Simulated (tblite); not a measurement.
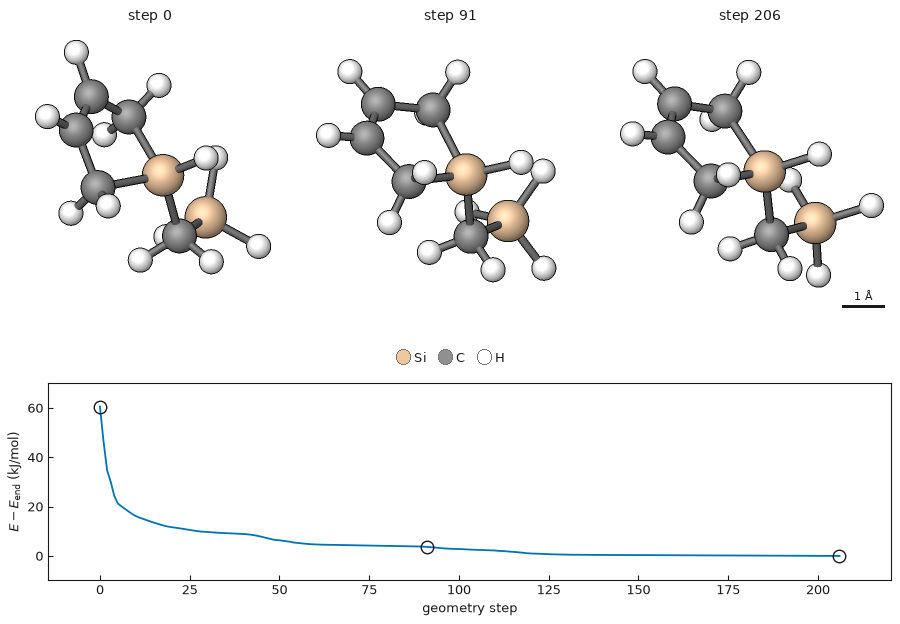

Frames of a relaxation of C5H12Si2, marked on the history of the run. A ball-and-stick model, seen from a free direction.

The calculation used GFN2-xTB geometry optimisation, gas phase (tblite 0.8.0). 

### Describe the path.

After 206 geometry steps the energy has fallen by 60.5 kJ/mol. The largest move after the best rigid fit is that of an H atom, 1.85 Å. By element the largest moves are H 1.85 Å, C 0.46 Å, Si 0.26 Å. Some distances before and after: C–Si 1.833 → 1.900 Å, C–Si 1.860 → 1.908 Å, C–H 1.126 → 1.081 Å, C–C 1.280 → 1.321 Å. Among the angles between lasting bonds that change: Si–C–H 103.8° → 113.9°, H–C–H 115.6° → 106.1°, C–C–H 116.4° → 109.7°. Groups turn about C–Si by about 55°, C–Si by about 35°, C–Si by about 35°. Cost: 1.6 s on 1 thread of Arm Neoverse V1, on a shared host. From step 0 to 91: an H atom moves most (1.09 Å), energy −56.8 kJ/mol. From step 91 to 206: an H atom moves most (1.10 Å), energy −3.68 kJ/mol.
